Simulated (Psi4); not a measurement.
**wB97X/def2-TZVP run of BH3Br− (SMILES [BH3-]Br)**

What is the vertical singlet–triplet gap of BH3Br− at wB97X/def2-TZVP? 

The results are computed with Psi4 1.11.

1 further run of the same task is left out (set aside as unsound or not needed).

## (1) The molecule

The species is BH3Br− (5 atoms), meant as a singlet with charge -1. SMILES: `[BH3-]Br`. The coordinates come from a GFN2-xTB relaxation.

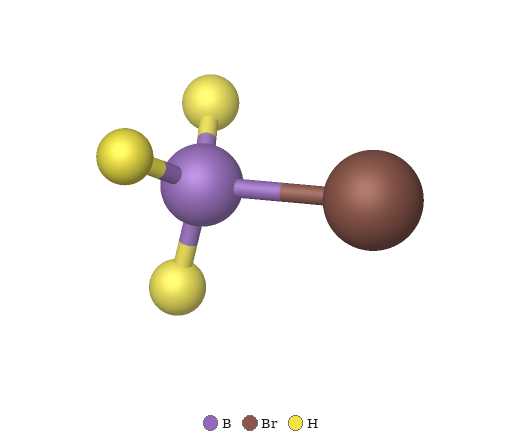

Viewed from a chosen angle; boron purple, bromine brown, hydrogen yellow.

## (2) Energy and forces at wB97X/def2-TZVP

job.json reads:

```json
{
 "schema_name": "qcschema_input",
 "schema_version": 1,
 "molecule": {
  "schema_name": "qcschema_molecule",
  "schema_version": 2,
  "symbols": ["B", "Br", "H", "H", "H"],
  "geometry": [0.1994417, -0.08942184, 0.27537089, -1.97321422, 0.88393829, -2.72371896, 2.33201652, -0.41044851, -0.49191461, -0.66620405, -2.01573306, 1.1584777, 0.10796005, 1.63166513, 1.78180387],
  "molecular_charge": -1,
  "molecular_multiplicity": 1,
  "fix_symmetry": "c1"
 },
 "driver": "gradient",
 "model": {
  "method": "wb97x",
  "basis": "def2-TZVP"
 },
 "keywords": {
  "puream": true,
  "e_convergence": 1e-09,
  "d_convergence": 1e-08,
  "scf_type": "pk",
  "dft_radial_points": 99,
  "dft_spherical_points": 590,
  "scf_properties": ["WIBERG_LOWDIN_INDICES", "LOWDIN_CHARGES", "QUADRUPOLE"]
 }
}
```

Started as:

```
$ psi4 --qcschema job.json -n 1 --memory 1600MB
```

stdout:

```text
[...]
  Running in c1 symmetry.
[...]
  Nuclear repulsion =   73.969301091074627
[...]
  Multiplicity = 1
[...]
  Nalpha       = 22
  Nbeta        = 22
[...]
    Number of basis functions: 97
[...]
   @RKS iter   1: -2600.55000823494493   -1.68984e+00   1.52487e-02 DIIS/ADIIS
[...]
   @RKS iter  11: -2600.91412617563128   -1.81899e-12   2.03807e-09 DIIS
[...]
    Orbital Energies [Eh]
    ---------------------
    Doubly Occupied:
       1A   -482.389880     2A    -62.268471     3A    -56.083709
       4A    -56.082034     5A    -56.082034     6A     -8.548451
       7A     -6.594066     8A     -6.377437     9A     -6.372177
      10A     -6.372177    11A     -2.502694    12A     -2.501191
      13A     -2.501191    14A     -2.497026    15A     -2.497026
      16A     -0.668248    17A     -0.409668    18A     -0.238374
      19A     -0.238342    20A     -0.215259    21A     -0.151560
      22A     -0.151550
[...]
  @RKS Final Energy: -2600.91412617563128
   => Energetics <=
    Nuclear Repulsion Energy =             73.9693010910746267
    One-Electron Energy =               -3774.6760666974969354
    Two-Electron Energy =                1175.6451417420862526
    DFT Exchange-Correlation Energy =     -75.8525023112952823
    Empirical Dispersion Energy =           0.0000000000000000
    VV10 Nonlocal Energy =                  0.0000000000000000
    Total Energy =                      -2600.9141261756312815
[...]
 Multipole Moments:
 ------------------------------------------------------------------------------------
     Multipole            Electronic (a.u.)      Nuclear  (a.u.)        Total (a.u.)
 ------------------------------------------------------------------------------------
 L = 1.  Multiply by 2.5417464519 to convert [e a0] to [Debye]
 Dipole X            :         -4.8395656            3.9044654           -0.9351002
 Dipole Y            :          2.1679243           -1.7490294            0.4188949
 Dipole Z            :         -6.6802607            5.3894792           -1.2907815
 Magnitude           :                                                    1.6480298
 L = 2.  Multiply by 1.3450342976 to convert [e a0^2] to [Debye ang]
 Quadrupole XX       :        -67.1215724           40.5231128          -26.5984595
 Quadrupole XY       :         15.9923621          -14.9515409            1.0408211
[...]
  -Total Gradient:
     Atom            X                  Y                   Z
    ------   -----------------  -----------------  -----------------
       1       -0.009888914095     0.004423522462    -0.013654264147
       2        0.011647536656    -0.005223549673     0.016087182929
       3       -0.003736862210     0.000539642952     0.001563760748
       4        0.001673157770     0.003418103425    -0.001439758905
       5        0.000299563442    -0.003154877146    -0.002563924357
[...]
```

The result, in JSON:

```text
{
 "driver": "gradient",
 "model": {
  "method": "wb97x",
  "basis": "def2-TZVP"
 },
 "success": true,
 "return_result": [-0.00988891409453444, 0.004423522461810883, -0.013654264146688754, 0.011647536655621203, -0.005223549673256809, 0.016087182929374874, -0.0037368622095542287, 0.0005396429516333866, 0.0015637607480491617, 0.0016731577698837763, 0.0034181034250855558, -0.0014397589050686027, 0.00029956344176150246, -0.0031548771460141317, -0.002563924356747585],
 "properties": {
  "calcinfo_nbasis": 97,
  "calcinfo_nmo": 97,
  "calcinfo_nalpha": 22,
  "calcinfo_nbeta": 22,
  "calcinfo_natom": 5,
  "nuclear_repulsion_energy": 73.96930109107463,
  "return_energy": -2600.9141261756313,
  "return_gradient": [-0.00988891409453444, 0.004423522461810883, -0.013654264146688754, 0.011647536655621203, -0.005223549673256809, 0.016087182929374874, -0.0037368622095542287, 0.0005396429516333866, 0.0015637607480491617, 0.0016731577698837763, 0.0034181034250855558, -0.0014397589050686027, 0.00029956344176150246, -0.0031548771460141317, -0.002563924356747585],
  "scf_one_electron_energy": -3774.676066697497,
  "scf_two_electron_energy": 1175.6451417420863,
  "scf_xc_energy": -75.85250231129528,
  "scf_dipole_moment": [-0.9351002075372703, 0.41889485525223713, -1.2907815407399728],
  "scf_total_energy": -2600.9141261756313,
  "scf_total_gradient": [-0.00988891409453444, 0.004423522461810883, -0.013654264146688754, 0.011647536655621203, -0.005223549673256809, 0.016087182929374874, -0.0037368622095542287, 0.0005396429516333866, 0.0015637607480491617, 0.0016731577698837763, 0.0034181034250855558, -0.0014397589050686027, 0.00029956344176150246, -0.0031548771460141317, -0.002563924356747585],
  "scf_iterations": 11
 }
}
```

Run time: 20 s. Hardware: 1 thread of Intel Xeon 6975P-C (Granite Rapids), shared host; peak memory 0.84 GiB.

## (3) The triplet: a single-point energy at U-wB97X/def2-TZVP

job.json: that of step 2 with these lines changed.

```diff
@@ -9,6 +9,8 @@
   "molecular_charge": -1,
-  "molecular_multiplicity": 1,
-  "fix_symmetry": "c1"
+  "molecular_multiplicity": 3,
+  "fix_symmetry": "c1",
+  "fix_com": true,
+  "fix_orientation": true
  },
- "driver": "gradient",
+ "driver": "energy",
  "model": {
@@ -18,2 +20,3 @@
  "keywords": {
+  "reference": "uks",
   "puream": true,
@@ -24,3 +27,4 @@
   "dft_spherical_points": 590,
-  "scf_properties": ["WIBERG_LOWDIN_INDICES", "LOWDIN_CHARGES", "QUADRUPOLE"]
+  "maxiter": 200,
+  "scf_properties": ["MAYER_INDICES", "DIPOLE", "LOWDIN_CHARGES"]
  }
```

Started as:

```
$ psi4 --qcschema job.json -n 1 --memory 1600MB
```

stdout:

```text
[...]
  Running in c1 symmetry.
[...]
  Nuclear repulsion =   73.969301091074627
[...]
  Multiplicity = 3
[...]
  Nalpha       = 23
  Nbeta        = 21
[...]
    Number of basis functions: 97
[...]
   @UKS iter   1: -2600.24375370405915   -1.38358e+00   1.52437e-02 DIIS/ADIIS
[...]
   @UKS iter  40: -2600.65729381947403   -5.91172e-12   1.51124e-09 DIIS
[...]
   @S^2 Observed:                2.008249029E+00
[...]
    Orbital Energies [Eh]
    ---------------------
    Alpha Occupied:
       1A   -482.472220     2A    -62.349202     3A    -56.166704
       4A    -56.163165     5A    -56.161549     6A     -8.629214
       7A     -6.596483     8A     -6.462328     9A     -6.453085
      10A     -6.448494    11A     -2.586420    12A     -2.584860
      13A     -2.581367    14A     -2.574720    15A     -2.574528
      16A     -0.748246    17A     -0.455081    18A     -0.306775
      19A     -0.280907    20A     -0.271203    21A     -0.229685
      22A     -0.196222    23A      0.098177
    Alpha Virtual:
      24A      0.278092    25A      0.325494    26A      0.327510
[...]
  @UKS Final Energy: -2600.65729381947403
   => Energetics <=
    Nuclear Repulsion Energy =             73.9693010910746267
    One-Electron Energy =               -3771.6876908547469611
    Two-Electron Energy =                1172.8462031102867513
    DFT Exchange-Correlation Energy =     -75.7851071660882951
    Empirical Dispersion Energy =           0.0000000000000000
    VV10 Nonlocal Energy =                  0.0000000000000000
    Total Energy =                      -2600.6572938194740345
[...]
 Multipole Moments:
 ------------------------------------------------------------------------------------
     Multipole            Electronic (a.u.)      Nuclear  (a.u.)        Total (a.u.)
 ------------------------------------------------------------------------------------
 L = 1.  Multiply by 2.5417464519 to convert [e a0] to [Debye]
 Dipole X            :         66.1428088          -66.2915167           -0.1487079
 Dipole Y            :        -29.4860511           29.6962145            0.2101634
 Dipole Z            :         91.1717710          -91.5049422           -0.3331712
 Magnitude           :                                                    0.4210532
[...]
```

The result, in JSON:

```text
{
 "driver": "energy",
 "model": {
  "method": "wb97x",
  "basis": "def2-TZVP"
 },
 "success": true,
 "return_result": -2600.657293819474,
 "properties": {
  "calcinfo_nbasis": 97,
  "calcinfo_nmo": 97,
  "calcinfo_nalpha": 23,
  "calcinfo_nbeta": 21,
  "calcinfo_natom": 5,
  "nuclear_repulsion_energy": 73.96930109107463,
  "return_energy": -2600.657293819474,
  "scf_one_electron_energy": -3771.687690854747,
  "scf_two_electron_energy": 1172.8462031102868,
  "scf_xc_energy": -75.7851071660883,
  "scf_dipole_moment": [-0.14870788386591016, 0.21016341217540457, -0.3331712229934567],
  "scf_total_energy": -2600.657293819474,
  "scf_iterations": 40
 }
}
```

Run time: 44 s. Hardware: 1 thread of Intel Xeon 6975P-C (Granite Rapids), shared host; peak memory 0.85 GiB.

## (4) Summary of results

At wB97X/def2-TZVP:

| quantity | value |
| --- | --- |
| singlet: total energy | -2600.91413 Eh |
| singlet: HOMO energy | -4.12 eV |
| singlet: LUMO energy | 7.94 eV |
| singlet: HOMO–LUMO gap (to an unbound level, set by the basis) | 12.07 eV |
| singlet: largest force on an atom | 1.056 eV/Å |
| triplet: total energy | -2600.65729 Eh |
| triplet: HOMO energy (highest over α and β) | 2.67 eV |
| triplet: ⟨S²⟩ | 2.008 |
| vertical energy of the triplet above the singlet | 6.989 eV |

What this shows: At this shape the triplet lies 6.99 eV (674 kJ/mol) above the singlet. For an anion a state so high probably lies above electron detachment. The largest force (singlet) is 1.06 eV/Å: the shape isn't a stationary point for this species at this level. The HOMO (triplet) lies at positive energy, 2.67 eV; only total energies tell whether the electron is bound.
